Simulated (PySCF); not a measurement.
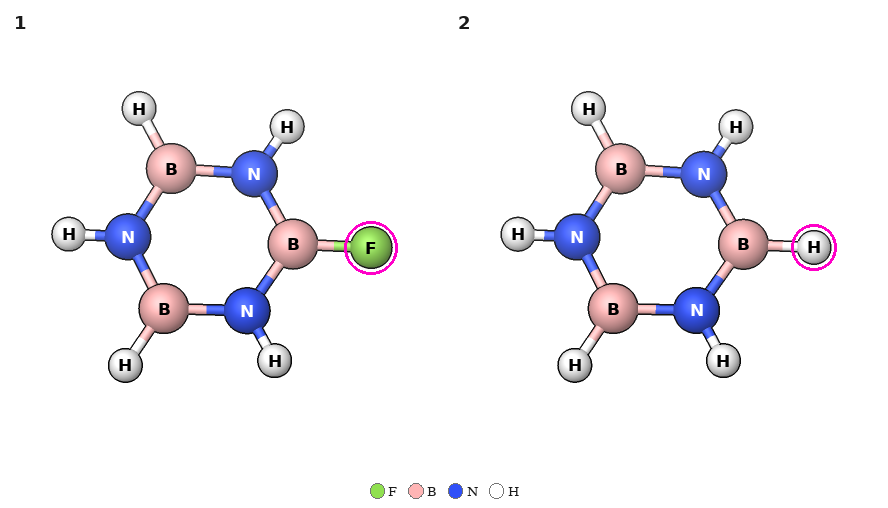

2 molecules with one skeleton, seen from the same side and at one scale; the atom that differs is circled. Each species is neutral and a spin singlet. Computed geometries: PBE0-D3(BJ)/def2-SVP optimisations, one conformation each. Properties computed with PySCF 2.14.0.

One atom differs, called X below: F in panel 1, H in panel 2. Their formulas are B3FH5N3 (`FB1NBNBN1`), B3H6N3 (`B1NBNBN1`).

> In which is the length of X–B larger (PBE0-D3(BJ)/def2-SVP)?

In panel 1 (X = F).

> In which is the dipole moment larger (PBE0/pcSseg-2)?

In panel 1 (X = F).

Give the values. With PBE0-D3(BJ)/def2-SVP: length of X–B (Å), mean angle X–B–N (°). With PBE0/pcSseg-2: HOMO energy (Kohn–Sham orbital) (eV), HOMO–LUMO gap (eV), dipole moment (D), GIAO shielding of the B bonded to X (ppm). With PBE0/6-31G: Hirshfeld charge of X (e).

```tsv
quantity	1 (F)	2 (H)	2 − 1
length of X–B (Å)	1.341	1.210	−0.131
mean angle X–B–N (°)	120.6	121.3	+0.7
HOMO energy (Kohn–Sham orbital) (eV)	−8.19	−8.19	0.00
HOMO–LUMO gap (eV)	8.32	8.47	+0.15
dipole moment (D)	0.93	0.00	−0.93
GIAO shielding of the B bonded to X (ppm)	76.6	70.6	−6.0
Hirshfeld charge of X (e)	−0.16	−0.07	+0.09
```
